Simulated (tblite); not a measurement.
Geometry relaxation of C6H11FOSi (part 2 of 2)

C6H11FOSi; GFN2-xTB geometry optimisation, gas phase (tblite 0.8.0). It belongs to a series of runs on one base structure; here: H on Si replaced by iPr.

Geometry of the input (Å):
```
C  -2.0277  -1.2982  -0.2283
C  -1.5707  -0.1120  0.6243
C  -1.7747  1.1964  -0.1194
Si 0.2189  -0.3151  1.2745
C  1.4402  -0.3508  -0.0899
F  1.3147  -1.3537  -1.0007
C  2.4180  0.5564  -0.2587
C  3.3524  0.4546  -1.3902
O  4.2428  1.2714  -1.5540
H  -1.4592  -1.3784  -1.1485
H  -3.0925  -1.1766  -0.5059
H  -1.9472  -2.2482  0.3132
H  -2.2052  -0.0889  1.5394
H  -2.8326  1.3132  -0.4063
H  -1.1897  1.2510  -1.0387
H  -1.5143  2.0653  0.5062
H  0.5276  0.8137  2.1980
H  0.3088  -1.5847  2.0693
H  2.5838  1.3905  0.4232
H  3.2013  -0.3952  -2.0782
```

### Trajectory as extended XYZ, continued
```
20
Properties=species:S:1:pos:R:3:forces:R:3 step=79 energy=-787.07553
C    -1.9890   -1.2756   -0.2350   -0.0050  -0.0020   0.0040
C    -1.5692   -0.1049    0.6541    0.0160  -0.0040   0.0070
C    -1.6109    1.2040   -0.1359   -0.0010   0.0000   0.0030
Si    0.1577   -0.3959    1.4277    0.0110   0.0050   0.0060
C     1.4139   -0.3920   -0.0063    0.0130   0.0010   0.0060
F     1.3483   -1.4817   -0.8007    0.0040   0.0130   0.0130
C     2.2930    0.5701   -0.3082   -0.0110   0.0010  -0.0110
C     3.1949    0.5406   -1.4557    0.0260   0.0180   0.0010
O     3.9869    1.4103   -1.7230   -0.0290  -0.0320   0.0050
H    -1.3012   -1.3972   -1.0685   -0.0070   0.0040  -0.0090
H    -2.9843   -1.1036   -0.6419   -0.0080  -0.0020  -0.0080
H    -2.0080   -2.2052    0.3291   -0.0050  -0.0080  -0.0010
H    -2.2979   -0.0274    1.4690    0.0070   0.0030  -0.0070
H    -2.6070    1.3712   -0.5427   -0.0110  -0.0020   0.0090
H    -0.9098    1.1760   -0.9679    0.0060  -0.0020  -0.0020
H    -1.3555    2.0505    0.4975    0.0020   0.0060  -0.0030
H     0.5454    0.7011    2.3148   -0.0040   0.0020   0.0060
H     0.2430   -1.7044    2.0777   -0.0040  -0.0020  -0.0160
H     2.3466    1.4365    0.3328   -0.0060  -0.0020  -0.0080
H     3.0979   -0.3615   -2.0879    0.0070   0.0020   0.0030
20
Properties=species:S:1:pos:R:3:forces:R:3 step=92 energy=-787.07686
C    -1.9858   -1.2655   -0.2429   -0.0020  -0.0060   0.0060
C    -1.5539   -0.1038    0.6535   -0.0150   0.0070  -0.0240
C    -1.5677    1.2032   -0.1398   -0.0040   0.0050  -0.0060
Si    0.1587   -0.4152    1.4478   -0.0050  -0.0130  -0.0020
C     1.4209   -0.4080    0.0215    0.0010   0.0050   0.0000
F     1.3965   -1.5230   -0.7379    0.0130  -0.0120  -0.0020
C     2.2538    0.5822   -0.3162    0.0090   0.0080  -0.0020
C     3.1536    0.5547   -1.4647    0.0060  -0.0080  -0.0100
O     3.8968    1.4532   -1.7723   -0.0090  -0.0120   0.0050
H    -1.2952   -1.3969   -1.0736   -0.0110   0.0210   0.0150
H    -2.9760   -1.0748   -0.6551    0.0090  -0.0060  -0.0050
H    -2.0245   -2.1978    0.3157   -0.0040  -0.0070   0.0120
H    -2.2894   -0.0126    1.4606   -0.0030  -0.0070  -0.0090
H    -2.5602    1.3865   -0.5491   -0.0010   0.0120   0.0080
H    -0.8655    1.1572   -0.9706   -0.0040   0.0080   0.0120
H    -1.2970    2.0467    0.4915   -0.0030   0.0060  -0.0110
H     0.5443    0.6688    2.3515   -0.0040  -0.0080   0.0040
H     0.2134   -1.7371    2.0704    0.0170  -0.0120   0.0130
H     2.2689    1.4701    0.2963   -0.0010   0.0120  -0.0010
H     3.1029   -0.3774   -2.0578    0.0110   0.0050  -0.0030
20
Properties=species:S:1:pos:R:3:forces:R:3 step=105 energy=-787.07838
C    -1.9941   -1.2547   -0.2481   -0.0030  -0.0030   0.0030
C    -1.5516   -0.0997    0.6510    0.0050  -0.0050   0.0070
C    -1.5489    1.2091   -0.1398   -0.0030  -0.0010   0.0040
Si    0.1553   -0.4378    1.4510    0.0000   0.0040  -0.0010
C     1.4339   -0.4173    0.0381    0.0030  -0.0050   0.0000
F     1.4707   -1.5617   -0.6769    0.0060  -0.0010   0.0010
C     2.2273    0.5946   -0.3299    0.0010  -0.0040   0.0000
C     3.1415    0.5581   -1.4672   -0.0080   0.0050  -0.0040
O     3.8363    1.4804   -1.8142    0.0070   0.0010   0.0050
H    -1.3093   -1.3788   -1.0841    0.0060  -0.0010   0.0000
H    -2.9863   -1.0614   -0.6531   -0.0040   0.0060  -0.0050
H    -2.0303   -2.1905    0.3048   -0.0010  -0.0050   0.0070
H    -2.2875   -0.0023    1.4570    0.0000  -0.0040  -0.0020
H    -2.5436    1.4165   -0.5310   -0.0050   0.0010  -0.0060
H    -0.8618    1.1464   -0.9815    0.0020   0.0130   0.0000
H    -1.2485    2.0472    0.4850    0.0000  -0.0020   0.0060
H     0.5319    0.6263    2.3820    0.0030   0.0050  -0.0060
H     0.2138   -1.7689    2.0559   -0.0060   0.0020  -0.0060
H     2.1957    1.5086    0.2428   -0.0090  -0.0020  -0.0030
H     3.1503   -0.4034   -2.0129    0.0040  -0.0060  -0.0010
20
Properties=species:S:1:pos:R:3:forces:R:3 step=118 energy=-787.07929
C    -1.9956   -1.2479   -0.2523   -0.0030  -0.0020  -0.0050
C    -1.5463   -0.0965    0.6482   -0.0070  -0.0040  -0.0020
C    -1.5317    1.2184   -0.1327   -0.0050  -0.0030   0.0000
Si    0.1551   -0.4532    1.4502    0.0040  -0.0030   0.0000
C     1.4455   -0.4368    0.0480    0.0020  -0.0050   0.0020
F     1.5459   -1.6050   -0.6208   -0.0050   0.0090   0.0060
C     2.1956    0.5972   -0.3484   -0.0100   0.0010  -0.0060
C     3.1257    0.5629   -1.4725    0.0100  -0.0060   0.0060
O     3.7902    1.5008   -1.8368    0.0030   0.0050  -0.0060
H    -1.3023   -1.3864   -1.0794   -0.0070   0.0030   0.0000
H    -2.9812   -1.0439   -0.6686    0.0090   0.0130  -0.0070
H    -2.0515   -2.1803    0.3056    0.0050   0.0050  -0.0020
H    -2.2831    0.0028    1.4527   -0.0020  -0.0010   0.0080
H    -2.5231    1.4376   -0.5266    0.0010  -0.0080   0.0010
H    -0.8408    1.1616   -0.9720   -0.0010   0.0020   0.0110
H    -1.2293    2.0470    0.5043   -0.0020  -0.0020  -0.0080
H     0.5333    0.6075    2.3848    0.0050  -0.0030   0.0020
H     0.1956   -1.7898    2.0431    0.0020   0.0040   0.0080
H     2.1122    1.5288    0.1900   -0.0010  -0.0060  -0.0070
H     3.1808   -0.4141   -1.9875    0.0020   0.0020  -0.0010
20
Properties=species:S:1:pos:R:3:forces:R:3 step=131 energy=-787.07987
C    -1.9987   -1.2387   -0.2584    0.0020   0.0010   0.0000
C    -1.5451   -0.0967    0.6516    0.0000   0.0010   0.0000
C    -1.5322    1.2220   -0.1221    0.0000   0.0010   0.0000
Si    0.1577   -0.4607    1.4483   -0.0060   0.0010   0.0030
C     1.4518   -0.4473    0.0488   -0.0020   0.0030   0.0030
F     1.5942   -1.6311   -0.5828    0.0010  -0.0010  -0.0030
C     2.1744    0.5973   -0.3704    0.0040  -0.0010  -0.0010
C     3.1285    0.5606   -1.4743   -0.0010  -0.0020  -0.0010
O     3.7758    1.5074   -1.8468   -0.0020   0.0000  -0.0030
H    -1.3014   -1.3787   -1.0818    0.0020   0.0000  -0.0010
H    -2.9783   -1.0204   -0.6815    0.0010   0.0010   0.0000
H    -2.0680   -2.1732    0.2939    0.0030  -0.0040  -0.0050
H    -2.2802   -0.0023    1.4586    0.0020  -0.0010   0.0010
H    -2.5234    1.4381   -0.5176   -0.0040   0.0030   0.0000
H    -0.8393    1.1709   -0.9598    0.0040   0.0020   0.0010
H    -1.2342    2.0494    0.5179   -0.0020   0.0020   0.0030
H     0.5433    0.5947    2.3861   -0.0020   0.0040  -0.0020
H     0.1929   -1.7957    2.0449    0.0040  -0.0020   0.0000
H     2.0548    1.5413    0.1388   -0.0010  -0.0020   0.0010
H     3.2221   -0.4262   -1.9642   -0.0030  -0.0040   0.0040
```

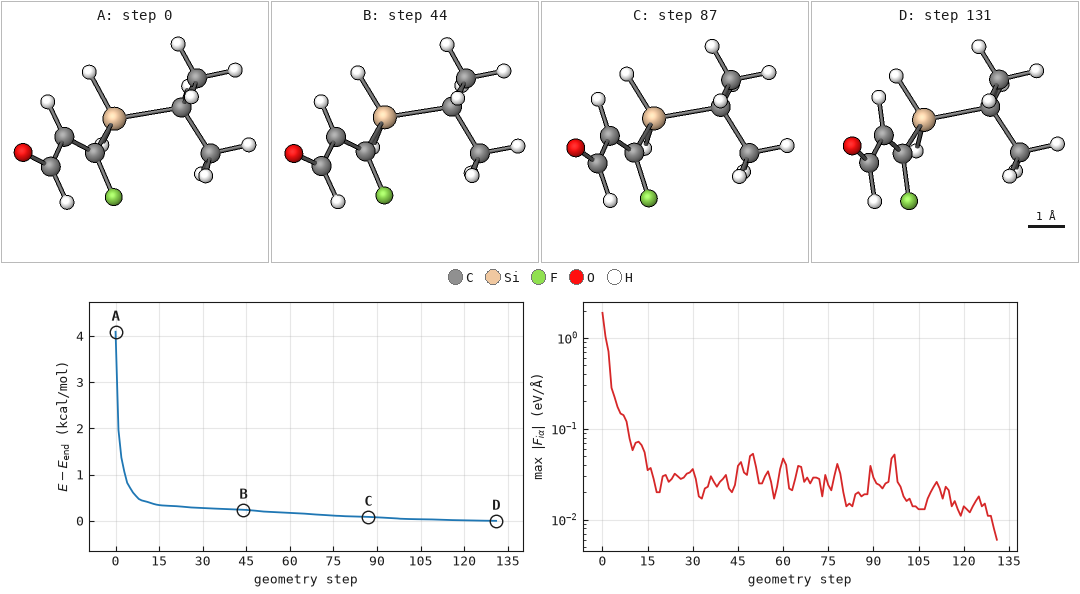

Frames of the relaxation (ball-and-stick view, seen at a tilt) above the curves, on which the letters mark them (steps are counted from 0).

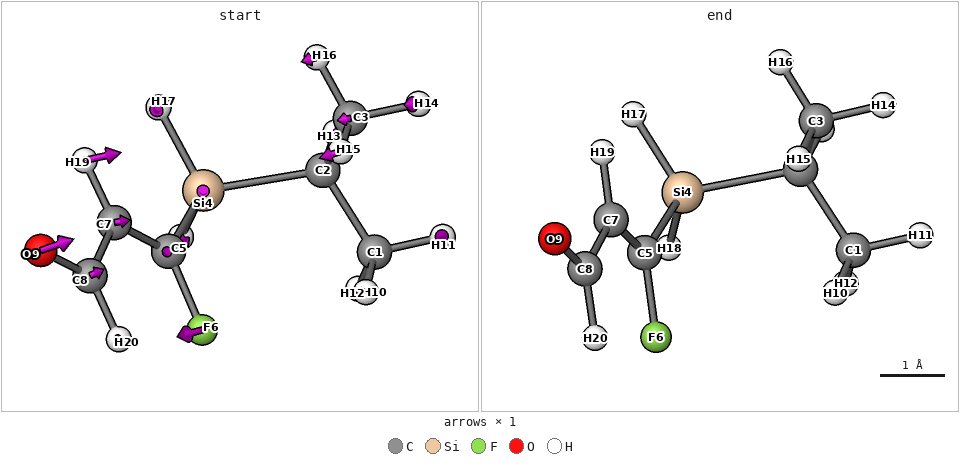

Before (left) and after (right) the relaxation, at one scale (ball-and-stick view, seen at a tilt). The pink arrows give the displacements, at true length. The energy falls by 4.09 kcal/mol in 131 geometry steps. Largest force component: 1.9 eV/Å at the start, 0.006 eV/Å at the end. The largest move after the best rigid fit is that of H19, 0.62 Å. Largest moves by element: H 0.62 Å, O 0.60 Å, F 0.57 Å, C 0.27 Å, Si 0.24 Å. Distances before and after: Si4–C5 1.832 → 1.906 Å, Si4–H18 1.501 → 1.463 Å, Si4–H17 1.491 → 1.464 Å, C2–H13 1.114 → 1.096 Å. Among the angles that change: H17–Si4–H18 107.5° → 113.0°, C5–C7–H19 123.3° → 118.4°, C2–Si4–C5 111.9° → 107.3°. (Atoms are counted from 1 in the order of the input.)

### Summary

```json
{"quantity": "outcome", "value": "converged"}
{"quantity": "total energy", "value": "−787.0799 eV"}
{"quantity": "wall time", "value": "1.8 s"}
{"quantity": "peak memory", "value": "0.18 GiB"}
```
